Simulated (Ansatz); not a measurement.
# BrH3InOSi radical: reading failed and doubtful runs

4 inputs were typed for BrH3InOSi radical. Each is run as it stands; the log then has to tell whether the result can be used.

Program: Ansatz 0.2.0, Gaussian basis. Level of theory: the settings change from run to run. These are calculated values, not measurements.

1 further run of the same task is left out (for a known fault of the program).

### Step 1. The relaxed structure

The geometry comes from an earlier relaxation with PBE0-D4 in a triple-zeta def2 set; it is a stationary point, not always the lowest conformer. In takes a core potential in def2 sets; no spin-orbit term is included.

SMILES `[SiH3][O][In][Br]`, 7 atoms, charge 0, spin multiplicity 2.

Atoms are counted from 1 here; the program's logs count them from 0.

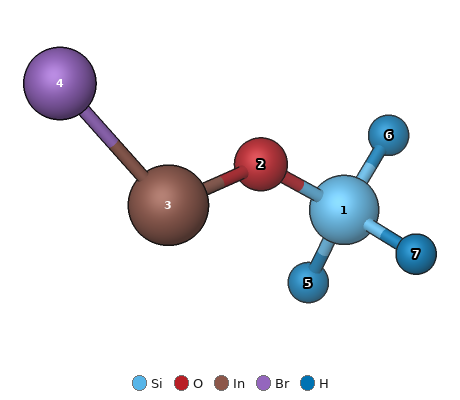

The structure; colours as in the key; atoms are numbered from 1 in the order of the file.

As a file:

```xyz
7
BrH3InOSi
Si    0.5251    1.1131    0.2453
O    -0.3855   -0.2377    0.1272
In   -0.3176   -1.9963   -0.8090
Br   -2.2568   -3.5290   -0.4298
H     0.6669    1.7949   -1.0733
H    -0.1303    2.0469    1.1982
H     1.8981    0.8081    0.7415
```

### Step 2. Try 1

Input file in.yaml:

```yaml
crystal:
  periodic: [false, false, false]
  atoms:
    - {symbol: Si, position_ang: [0.367598, 0.779203, 0.147174]}
    - {symbol: O, position_ang: [-0.269847, -0.166421, 0.076312]}
    - {symbol: In, position_ang: [-0.222338, -1.197777, -0.485429]}
    - {symbol: Br, position_ang: [-1.579761, -2.117395, -0.257906]}
    - {symbol: H, position_ang: [0.400154, 1.076965, -0.751325]}
    - {symbol: H, position_ang: [-0.078158, 1.432821, 0.718908]}
    - {symbol: H, position_ang: [1.328692, 0.484840, 0.444928]}
basis:
  gaussian: {orbitals: x2c-TZVPPall, nuclear_model: gaussian}
magnetization: {spin_polarized: true, initial_magnetization: 1}
hamiltonian: {xc: {name: r2SCAN50}, dispersion: d4}
output: {forces: true}
```

Run with:

```sh
ansatz run in.yaml --threads 4 --pin off --events-out ev --progress --plain --max-ram 10444MiB
```

Log, shortened:

```text
Functional definition: r2SCAN50
  name "r2SCAN50"
  cite "Bursch, Neugebauer, Ehlert & Grimme, J. Chem. Phys. 156, 134105 (2022) doi:10.1063/5.0086040"
  cite "Furness, Kaplan, Ning, Perdew & Sun, J. Phys. Chem. Lett. 11, 8208 (2020) doi:10.1021/acs.jpclett.0c02405"
  cite "Furness, Kaplan, Ning, Perdew & Sun, J. Phys. Chem. Lett. 11, 9248 (2020) doi:10.1021/acs.jpclett.0c03077"
  parent r2scan
[...]
1854 factors; their error is unknown
[...]
mean field -240861.91193845 eV, -8851.5120016705 hartree, gradient 3.1e-5 eV, S^2 0.753777; 0 other end points of the search recorded, 0 dependent functions left out
[...]
reference -240861.91194698 eV, -8851.5120019837 hartree; 55, 54 occupied and 168, 169 virtual orbitals, 1854 factors
Total energy: -240861.97920473 eV, -8851.5144736604 hartree
Relativity: scalar
Atom 0 at     0.367598     0.779203     0.147174 Å, force    31.892008    35.522592    14.470668 eV/Å
Atom 1 at    -0.269847    -0.166421     0.076312 Å, force   -44.497538    80.918287    72.044038 eV/Å
Atom 2 at    -0.222338    -1.197777    -0.485429 Å, force    53.983593  -110.951747   -85.576050 eV/Å
Atom 3 at    -1.579761    -2.117395    -0.257906 Å, force   -51.691867   -36.616498     7.821068 eV/Å
Atom 4 at     0.400154     1.076965    -0.751325 Å, force     2.516438    13.562895   -34.888609 eV/Å
Atom 5 at    -0.078158     1.432821     0.718908 Å, force   -13.665459    22.687660    19.225492 eV/Å
Atom 6 at     1.328692     0.484840     0.444928 Å, force    21.462825    -5.123190     6.903394 eV/Å
Dipole moment:    -0.098531     0.179523     0.184309 e Å
```

It took 24 s on 4 threads of Arm Neoverse V1, shared host; peak memory 1.4 GiB.

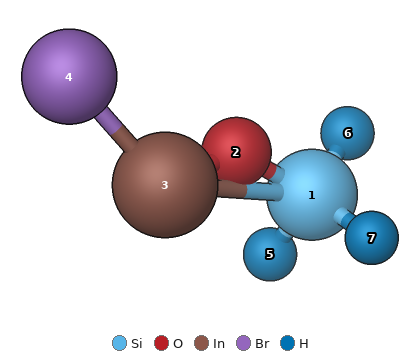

The geometry of this input.

Diagnosis: The run converged, but a converged run isn't a right one. The geometry is squeezed well below its size. The shortest distance is 0.95 Å (Si1–H5), against 1.49 Å in the relaxed molecule. Its energy is no property of the relaxed molecule. Fix: use the relaxed coordinates.

### Step 3. Try 2

Input file in.yaml:

```yaml
crystal:
  periodic: [false, false, false]
  atoms:
    - {symbol: Si, position_ang: [0.525141, 1.113147, 0.245290]}
    - {symbol: O, position_ang: [-0.385496, -0.237745, 0.127186]}
    - {symbol: In, position_ang: [-0.317625, -1.996296, -0.809048]}
    - {symbol: Br, position_ang: [-2.256801, -3.528991, -0.429844]}
    - {symbol: H, position_ang: [0.666923, 1.794941, -1.073322]}
    - {symbol: H, position_ang: [-0.130263, 2.046887, 1.198181]}
    - {symbol: H, position_ang: [1.898132, 0.808067, 0.741546]}
basis:
  gaussian: {orbitals: def2-TZVPP, final_grid: {core_spheres: 1, valence_spheres: 1, degree: 1}}
total_charge: -1
hamiltonian: {xc: {name: r2SCAN}}
output: {forces: true}
```

The command is unchanged.

Log, shortened:

```text
Functional definition: r2SCAN
  name "r2SCAN"
  cite "Furness, Kaplan, Ning, Perdew & Sun, J. Phys. Chem. Lett. 11, 8208 (2020) doi:10.1021/acs.jpclett.0c02405"
  cite "Furness, Kaplan, Ning, Perdew & Sun, J. Phys. Chem. Lett. 11, 9248 (2020) doi:10.1021/acs.jpclett.0c03077"
  parent r2scan
[...]
1380 factors; their error is unknown
[...]
a density is far from that of the atoms, so the factors are made again for it
1970 factors; integrals over basis functions are off by at most 1.5e-4 eV
[...]
mean field -85864.54635943 eV, -3155.4638776293 hartree, gradient 1.7e-5 eV, S^2 0.000000; 0 other end points of the search recorded, 0 dependent functions left out
[...]
reference -85864.54641869 eV, -3155.4638798069 hartree; 41, 41 occupied and 172, 172 virtual orbitals, 1970 factors
Total energy: -85864.54641869 eV, -3155.4638798069 hartree
Atom 0 at     0.525141     1.113147     0.245290 Å, force  -313.928773  -184.051620   150.414878 eV/Å
Atom 1 at    -0.385496    -0.237745     0.127186 Å, force   290.301279   338.511504   -37.522297 eV/Å
Atom 2 at    -0.317625    -1.996296    -0.809048 Å, force    34.237593   -76.338432   -53.421236 eV/Å
Atom 3 at    -2.256801    -3.528991    -0.429844 Å, force   -11.576168    88.427062    55.497222 eV/Å
Atom 4 at     0.666923     1.794941    -1.073322 Å, force     2.507448   -27.268012     2.041516 eV/Å
Atom 5 at    -0.130263     2.046887     1.198181 Å, force    -6.593815  -115.433895   -81.795257 eV/Å
Atom 6 at     1.898132     0.808067     0.741546 Å, force     5.052437   -23.846608   -35.214826 eV/Å
Dipole moment:     0.173104     1.765054     0.539213 e Å
```

Wall time 86 s (4 threads of Arm Neoverse V1, shared host); peak memory 0.6 GiB.

What is wrong: The run converged, but a converged run isn't a right one. The integration grid is far too coarse. It also asks for charge -1 and multiplicity 1, another species or state than the molecule above. Its energy carries the error of the grid. To mend it, drop final_grid and take the default grid, and set charge and spin to those of the species named.

### Step 4. Try 3

Input file in.yaml:

```yaml
crystal:
  periodic: [false, false, false]
  atoms:
    - {symbol: Si, position_ang: [0.485366, 1.160446, 0.197845]}
    - {symbol: O, position_ang: [-0.301047, -0.337282, 0.157070]}
    - {symbol: In, position_ang: [-0.273892, -1.903788, -0.715518]}
    - {symbol: Br, position_ang: [-2.258444, -3.625131, -0.382609]}
    - {symbol: H, position_ang: [0.706952, 1.687078, -1.089436]}
    - {symbol: H, position_ang: [-0.088150, 2.032844, 1.157668]}
    - {symbol: H, position_ang: [1.834602, 0.761453, 0.750635]}
basis:
  gaussian: {orbitals: x2c-TZVPPall}
total_charge: 1
hamiltonian: {xc: {name: r2SCAN0}}
accuracy: high
scf: {lower_state_search: light}
relax: {f_tol: 0.0001, max_steps: 2}
output: {forces: true}
```

Launched as before.

Log:

```text
Functional definition: r2SCAN0
  name "r2SCAN0"
  cite "Bursch, Neugebauer, Ehlert & Grimme, J. Chem. Phys. 156, 134105 (2022) doi:10.1063/5.0086040"
  cite "Furness, Kaplan, Ning, Perdew & Sun, J. Phys. Chem. Lett. 11, 8208 (2020) doi:10.1021/acs.jpclett.0c02405"
  cite "Furness, Kaplan, Ning, Perdew & Sun, J. Phys. Chem. Lett. 11, 9248 (2020) doi:10.1021/acs.jpclett.0c03077"
  parent r2scan
  parameter a = 0.25
  parameter k0 = 0.174
  parameter k1 = 0.065
  parameter a1 = 4.9479
  exchange = (1 - a)*r2scan_x(k0 = k0, k1 = k1, a1 = a1) + a*exact_x
  correlation = r2scan_c
4017 factors; integrals over basis functions are off by at most 3.5e-9 eV
mean field evaluation 1: about -240920.3950 eV, gradient 8.8e1 eV
mean field evaluation 2: about -240791.8724 eV, gradient 2.1e2 eV
mean field evaluation 4: about -240931.9163 eV, gradient 3.1e1 eV
mean field evaluation 8: about -240934.2155 eV, gradient 5.6e-1 eV
mean field evaluation 16: about -240934.3022 eV, gradient 2.4e-4 eV
mean field -240934.30215677 eV, -8854.1722931257 hartree, gradient 3.9e-8 eV, S^2 0.000000; 0 other end points of the search recorded, 0 dependent functions left out
the calculation of the forces begins
reference -240934.30215755 eV, -8854.1722931543 hartree; 54, 54 occupied and 169, 169 virtual orbitals, 4017 factors
relax step   1: F+E_penalty+E_count = -240934.30215677 eV  Δ(F+E_penalty+E_count) = +0.000e0 eV  max|allowed force component| = 4.609e0 eV/Å  Δτ_max = 0.0000 Å  (39 SCF iters, accepted)
these checks for a lower state are left out or cut short: starts, cluster_reference, orbital_swaps, neighbouring_geometries, increment
4027 factors; integrals over basis functions are off by at most 4.1e-9 eV
mean field evaluation 32: about -240935.2877 eV, gradient 7.4e-1 eV
mean field -240935.29129211 eV, -8854.2086431790 hartree, gradient 1.3e-8 eV, S^2 0.000000; 0 other end points of the search recorded, 0 dependent functions left out
the calculation of the forces begins
reference -240935.29129289 eV, -8854.2086432078 hartree; 54, 54 occupied and 169, 169 virtual orbitals, 4027 factors
relax step   2: F+E_penalty+E_count = -240935.29129211 eV  Δ(F+E_penalty+E_count) = -9.891e-1 eV  max|allowed force component| = 1.009e0 eV/Å  Δτ_max = 0.1944 Å  (50 SCF iters, accepted)
Error: geometry relaxation did not converge after 2 steps: max|allowed force component| = 1.01e0 eV/Å (threshold 1.0e-4). Raise `relax.max_steps` over both its present limit and 2, loosen `relax.f_tol`, or start from a geometry closer to equilibrium. Where this run's directory can be resumed (`checkpoint.write`), a resume goes on for up to `relax.max_steps` more
```

Wall time 72 s (4 threads of Arm Neoverse V1, shared host); peak memory 1.8 GiB.

What is wrong: The run did not converge. The relaxation is allowed too few steps for its threshold. The start was also shaken off the relaxed geometry, so there is far to go. It also asks for charge 1 and multiplicity 1, another species or state than the molecule above. Fix: raise relax.max_steps, and set charge and spin to those of the species named.

### Step 5. Try 4

Input file in.yaml:

```yaml
crystal:
  periodic: [false, false, false]
  atoms:
    - {symbol: Si, position_ang: [0.525141, 1.113147, 0.245290]}
    - {symbol: O, position_ang: [-0.385496, -0.237745, 0.127186]}
    - {symbol: In, position_ang: [-0.317625, -1.996296, -0.809048]}
    - {symbol: Br, position_ang: [-2.256801, -3.528991, -0.429844]}
    - {symbol: H, position_ang: [0.666923, 1.794941, -1.073322]}
    - {symbol: H, position_ang: [-0.130263, 2.046887, 1.198181]}
    - {symbol: H, position_ang: [1.898132, 0.808067, 0.741546]}
basis:
  gaussian: {orbitals: def2-SVP}
magnetization: {spin_polarized: true, initial_magnetization: 1}
hamiltonian: {xc: {name: r2SCAN}}
correlation: {method: rpa}
md: {timestep: 0.5 fs, n_steps: 30, ensemble: nve, temperature: 500, initial_velocities: maxwell_boltzmann, seed: 307}
```

The command is unchanged.

Log:

```text
Error: forces are implemented only for Hartree–Fock and Kohn–Sham states of molecules, for MP2, coupled cluster and FCI on these and for active spaces without a correction or with SC-NEVPT2: ask for no forces
```

Run time: 0.05 s. Hardware: 4 threads of Arm Neoverse V1, shared host.

Diagnosis: Refused before any calculation. The last message tells what the program can't do with this input.

### Step 6. How the tries ended

| try | level | ended | cause | time |
| --- | --- | --- | --- | --- |
| 1 | r2SCAN50/x2c-TZVPPall | converged | the geometry is squeezed well below its size | 24 s |
| 2 | r2SCAN/def2-TZVPP | converged | the integration grid is far too coarse | 86 s |
| 3 | r2SCAN0/x2c-TZVPPall | not converged | the relaxation is allowed too few steps for its threshold | 72 s |
| 4 | RPA/def2-SVP | refused | see the message | 0.05 s |

**Reading.** 2 converged, 1 not converged, 1 refused. A refusal costs next to no computing time. The dangerous case is the input that converges on a wrong geometry, charge, spin, basis or grid: often only a look at the input shows it.
